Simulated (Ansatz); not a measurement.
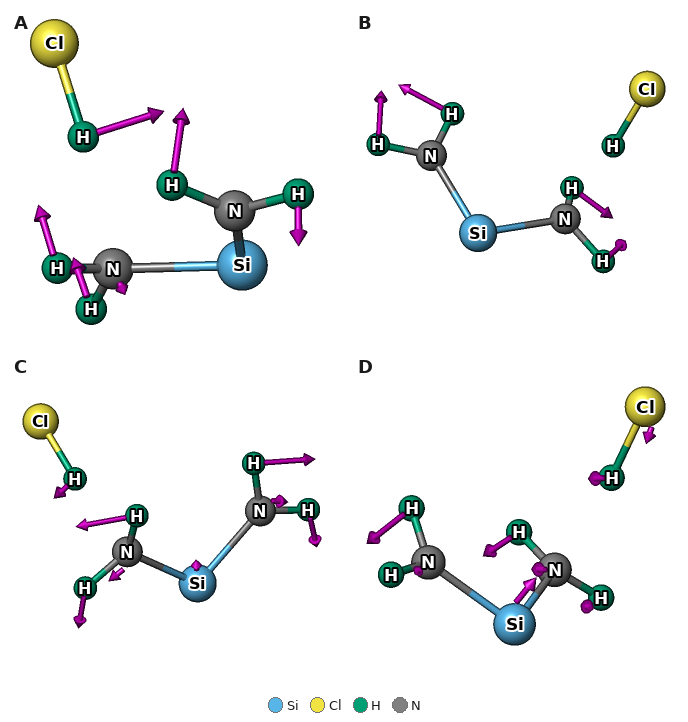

4 normal modes of one molecule or complex, as arrows. Harmonic vibrations computed with RKS PBE0-D4/def2-TZVP (Ansatz 0.2.0) at a stationary point of the same level.

**Match the panels to the wavenumbers 70 cm⁻¹, 303 cm⁻¹, 494 cm⁻¹, 1597 cm⁻¹.**

A: 494 cm⁻¹
B: 1597 cm⁻¹, angle bending
C: 303 cm⁻¹
D: 70 cm⁻¹
